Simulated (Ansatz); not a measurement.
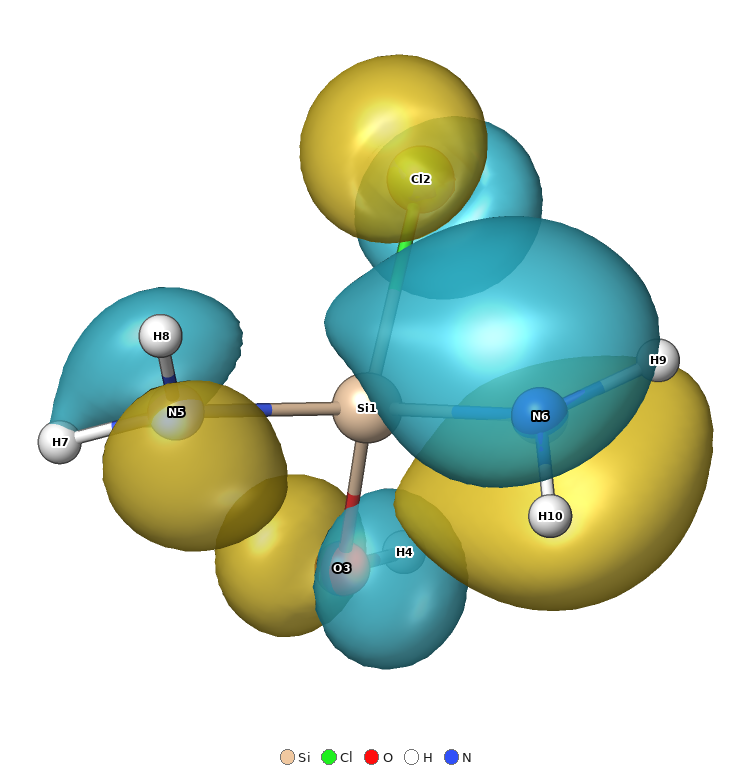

Figure. ClH₅N₂OSi. The HOMO at ±0.1 Å⁻³ᐟ² (yellow and cyan are the two phases), seen from one side.

Level of theory: Ansatz, RKS B3LYP-D4/def2-SVP.

```xyz
10

Si    0.0924   -0.0088   -0.2576
Cl    1.0069   -1.3653   -1.5822
O    -0.3591    1.2843   -1.1986
H    -0.5266    1.0864   -2.1272
N     1.0700    0.6807    0.9522
N    -1.1094   -0.9588    0.5010
H     1.6706    1.4713    0.7475
H     1.3997    0.1282    1.7351
H    -1.5110   -1.7672    0.0406
H    -1.7335   -0.5508    1.1893
```

Describe this orbital and give its energy.

Answer. By Hirshfeld shares it lies mainly on N6 (about 55 %), O3 (about 10 %), Cl2 (about 10 %) and N5 (about 10 %). Its energy is −7.14 eV.
